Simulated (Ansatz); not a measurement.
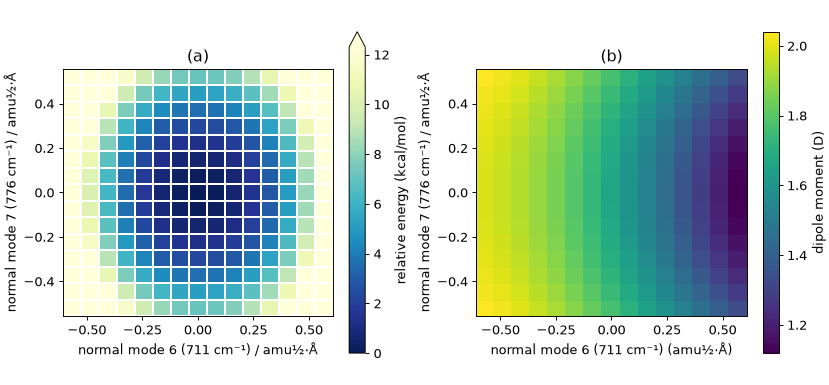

H2O2Zn, SMILES [OH][Zn][OH]. Coordinates scanned: (1) normal mode 6 (711 cm⁻¹); (2) normal mode 7 (776 cm⁻¹). Nothing is relaxed (straight displacements along the two mass-weighted modes). Grid: 15 × 15 points; 120 points were computed and 105 follow by symmetry. Points are written as (first, second). Energies: kcal/mol, counted from the lowest grid point. These are results of RHF/def2-TZVP in Ansatz, not measurements.

Panel (a) is the energy; panel (b) is the computed dipole moment, in D.

Drawn: one coloured cell a grid point, one colour for all values above the top of the scale.

### How does the dipole moment vary over the map, and what is it at the lowest grid point?

Leaving out the highest fifth of the energies, it runs from 1.12 D at (0.568 amu½·Å, 0.000 amu½·Å) to 1.98 D at (−0.406 amu½·Å, −0.446 amu½·Å). At the lowest grid point, (0.000 amu½·Å, 0.000 amu½·Å), it is 1.67 D.

```tsv
normal mode 7 (776 cm⁻¹) ↓, normal mode 6 (711 cm⁻¹) →	−0.568	−0.487	−0.406	−0.325	−0.244	−0.162	−0.081	0.000	0.081	0.162	0.244	0.325	0.406	0.487	0.568
0.520	2.04	2.02	1.99	1.96	1.92	1.87	1.82	1.77	1.71	1.65	1.58	1.52	1.46	1.39	1.33
0.446	2.03	2.01	1.98	1.94	1.90	1.85	1.80	1.74	1.68	1.61	1.55	1.48	1.41	1.34	1.28
0.372	2.01	1.99	1.96	1.93	1.88	1.83	1.78	1.72	1.65	1.59	1.52	1.45	1.37	1.30	1.23
0.297	2.00	1.98	1.95	1.92	1.87	1.82	1.76	1.70	1.63	1.56	1.49	1.42	1.34	1.27	1.19
0.223	1.99	1.97	1.94	1.91	1.86	1.81	1.75	1.69	1.62	1.54	1.47	1.39	1.32	1.24	1.16
0.149	1.99	1.97	1.94	1.90	1.85	1.80	1.74	1.67	1.60	1.53	1.45	1.38	1.30	1.22	1.14
0.074	1.99	1.96	1.93	1.90	1.85	1.79	1.73	1.67	1.60	1.52	1.45	1.37	1.29	1.20	1.12
0.000	1.98	1.96	1.93	1.89	1.85	1.79	1.73	1.67	1.59	1.52	1.44	1.36	1.28	1.20	1.12
−0.074	1.99	1.96	1.93	1.90	1.85	1.79	1.73	1.67	1.60	1.52	1.45	1.37	1.29	1.20	1.12
−0.149	1.99	1.97	1.94	1.90	1.85	1.80	1.74	1.67	1.60	1.53	1.45	1.38	1.30	1.22	1.14
−0.223	1.99	1.97	1.94	1.91	1.86	1.81	1.75	1.69	1.62	1.54	1.47	1.39	1.32	1.24	1.16
−0.297	2.00	1.98	1.95	1.92	1.87	1.82	1.76	1.70	1.63	1.56	1.49	1.42	1.34	1.27	1.19
−0.372	2.01	1.99	1.96	1.93	1.88	1.83	1.78	1.72	1.65	1.59	1.52	1.45	1.37	1.30	1.23
−0.446	2.03	2.01	1.98	1.94	1.90	1.85	1.80	1.74	1.68	1.61	1.55	1.48	1.41	1.34	1.28
−0.520	2.04	2.02	1.99	1.96	1.92	1.87	1.82	1.77	1.71	1.65	1.58	1.52	1.46	1.39	1.33
```
